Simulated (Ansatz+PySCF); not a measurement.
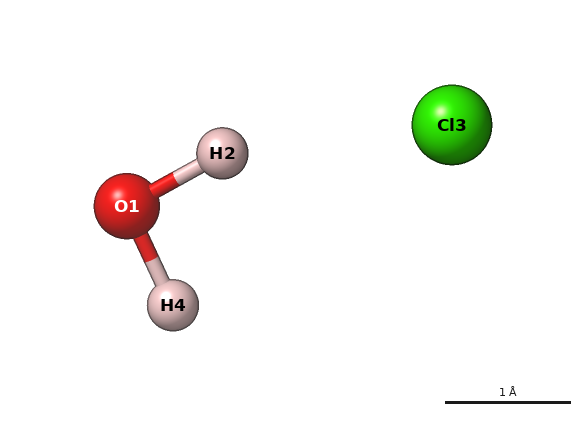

Simulated data, not a measurement (program: Ansatz+PySCF).

The species has charge −1 and is a spin singlet. Geometry: a fixed input geometry, not necessarily a minimum.

Which hydrogen bonds does the structure hold? Count O, N, F, S and Cl donors.

```
    D–H···A  D–H (Å)  H···A (Å)  angle (°)            kind
O1–H2···Cl3     0.92       1.91        159  intermolecular
```
